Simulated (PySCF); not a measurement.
Run report: C2H7NSi2, NMR shielding calculation

- system: C2H7NSi2
- method: GIAO PBE0/pcSseg-1 NMR shielding, non-relativistic, gas phase (PySCF 2.14.0)

The geometry comes from this level: GFN2-xTB. It belongs to a series of runs on one base structure; here: constitutional isomer. Figures and captions count atoms from 1; the log counts them from 0 in places.

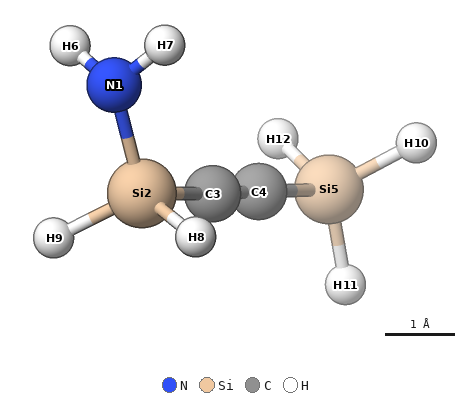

The structure (ball-and-stick view, seen at a tilt; atoms are numbered from 1 in the order of the input). Bond lengths as drawn: C–C 1.21 Å, C–Si 1.85 to 1.86 Å, H–N 1.01 Å, H–Si 1.46 to 1.47 Å and N–Si 1.73 Å.

Summary:

| quantity | value |
| --- | --- |
| outcome | converged |
| total energy | −713.683065 hartree |
| HOMO | −7.57 eV |
| LUMO | −0.56 eV |
| dipole moment | 1.23 D |
| isotropic shielding, N | 254.1 ppm |
| isotropic shielding, Si | 414.1 to 449.1 ppm |
| isotropic shielding, C | 63.2 to 78.3 ppm |
| isotropic shielding, H | 27.0 to 31.3 ppm |
| hardware | 1 CPU thread, shared host |
| wall time | 28 s |
| peak memory | 0.63 GiB |

Input file:
```
{"job": {"kind": "nmr", "xc": "PBE0", "basis": "pcSseg-1"}, "charge": 0, "multiplicity": 1}
N     -2.662905     1.085775     0.294130
Si    -1.919482    -0.426634    -0.076065
C     -0.058906    -0.400050    -0.056823
C      1.151589    -0.348478    -0.034768
Si     2.998013    -0.286444    -0.007195
H     -2.579028     1.843790    -0.363866
H     -2.589914     1.445244     1.232174
H     -2.374077    -1.351679     0.963549
H     -2.355429    -0.756029    -1.433955
H      3.431998     0.073624     1.346549
H      3.514909    -1.607062    -0.377219
H      3.444430     0.727256    -0.968409
```

The first line tells a small driver script what to run in PySCF; the rest is the geometry in Å.

Command:
```bash
OMP_NUM_THREADS=1 python <driver script> task.json out
```

The program's output:
```
coarse grid: 10824 points
cycle   1  E = -713.5977701954  dE =  2.443e-01  |g| = 5.032e-01  |ddm| = 3.193e+00
cycle   2  E = -713.5729286016  dE =  2.484e-02  |g| = 6.005e-01  |ddm| = 1.080e+00
cycle   3  E = -713.6558845987  dE = -8.296e-02  |g| = 5.861e-02  |ddm| = 5.782e-01
cycle   4  E = -713.6564807421  dE = -5.961e-04  |g| = 2.709e-02  |ddm| = 6.721e-02
cycle   5  E = -713.6566487546  dE = -1.680e-04  |g| = 9.785e-03  |ddm| = 3.247e-02
cycle   6  E = -713.6566663945  dE = -1.764e-05  |g| = 5.289e-03  |ddm| = 9.519e-03
cycle   7  E = -713.6566737093  dE = -7.315e-06  |g| = 2.478e-04  |ddm| = 4.218e-03
final grid: 94864 points
cycle   8  E = -713.6830574128  dE = -1.209e-05  |g| = 5.653e-03  |ddm| = 2.365e-02
cycle   9  E = -713.6830530142  dE =  4.399e-06  |g| = 7.312e-03  |ddm| = 1.144e-02
cycle  10  E = -713.6830645180  dE = -1.150e-05  |g| = 5.440e-04  |ddm| = 5.904e-03
cycle  11  E = -713.6830645872  dE = -6.918e-08  |g| = 1.740e-04  |ddm| = 7.492e-04
cycle  12  E = -713.6830645953  dE = -8.086e-09  |g| = 3.269e-05  |ddm| = 2.169e-04
cycle  13  E = -713.6830645953  dE = -1.489e-11  |g| = 2.967e-05  |ddm| = 4.777e-05
```

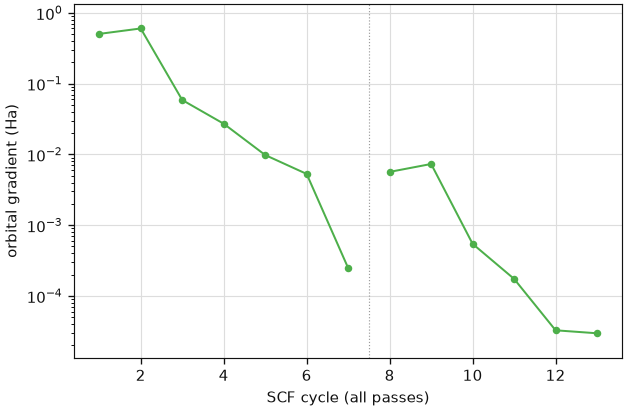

Convergence of the self-consistent field: orbital gradient against the SCF cycle. The dotted line marks the change from a coarse to the final integration grid. The first 7 cycles use a coarse grid, the final grid takes over at cycle 8, and the field converges after 13 cycles in all.

```
converged SCF energy = -713.6830645953

GIAO shielding tensors (ppm)
atom      isotropic    diamagn.    paramagn.     s11        s22        s33       span
  0 N      254.145     319.413     -65.268    233.895    257.934    270.606     36.711
  1 Si     414.141     880.952    -466.810    383.236    393.236    465.952     82.716
  2 C       63.237     267.884    -204.648    -41.478    -33.953    265.141    306.619
  3 C       78.263     263.887    -185.624    -12.913     -7.345    255.047    267.960
  4 Si     449.087     881.937    -432.850    442.283    442.930    462.049     19.767
  5 H       31.272      31.696      -0.424     24.518     27.179     42.119     17.601
  6 H       31.279      31.598      -0.319     24.517     27.198     42.123     17.606
  7 H       26.967      29.000      -2.033     23.027     26.066     31.807      8.780
  8 H       26.970      29.078      -2.109     23.030     26.071     31.808      8.778
  9 H       27.506      29.157      -1.651     24.104     25.991     32.424      8.320
 10 H       27.510      28.660      -1.150     24.101     25.923     32.504      8.404
 11 H       27.504      29.232      -1.728     24.102     25.994     32.416      8.314
```

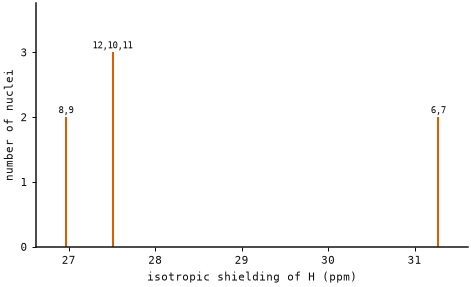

Isotropic shieldings of the hydrogen nuclei in this fixed geometry, labelled by atom number; shielding grows to the right, so chemical shift grows to the left. The least shielded is H8 (27.0 ppm), the most shielded H7 (31.3 ppm).

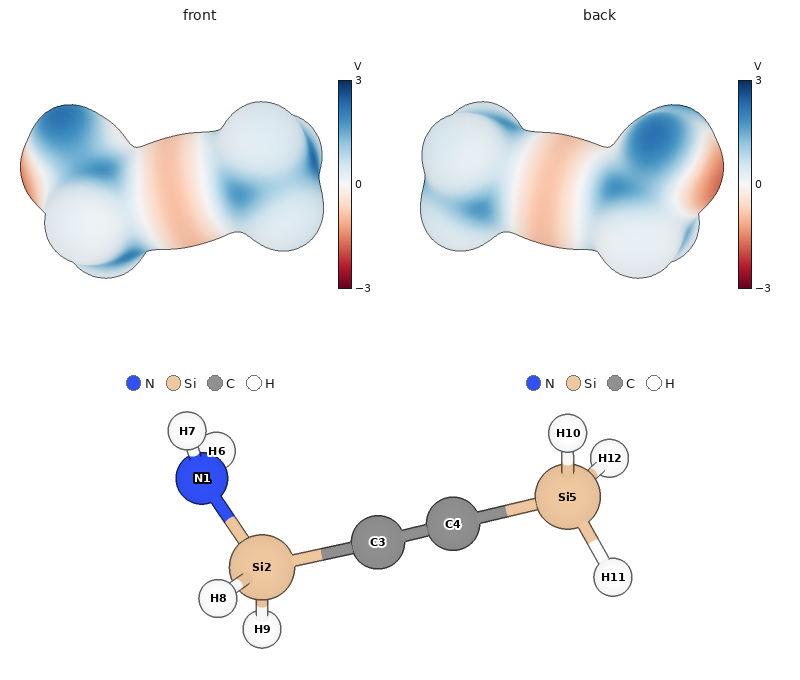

The molecular electrostatic potential painted on the density surface at 0.004 e/bohr³, seen at a tilt and from behind; red is negative and blue positive. The bare structure is drawn below in the same view. A positive charge is drawn to the negative regions and a negative charge to the positive ones. Its dipole moment is 1.23 D.

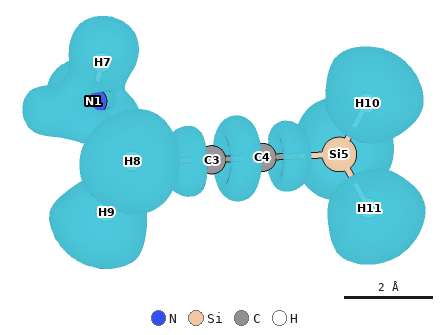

Isosurface of the electron localisation function at 0.75 (cyan), seen at a tilt. Only the valence region is drawn (cores and ρ < 0.01 e/Å³ removed). Along the contacts the grid gives the following. C–C (1.21 Å): the ELF peaks at about 0.85 between the atoms; a double or triple bond.
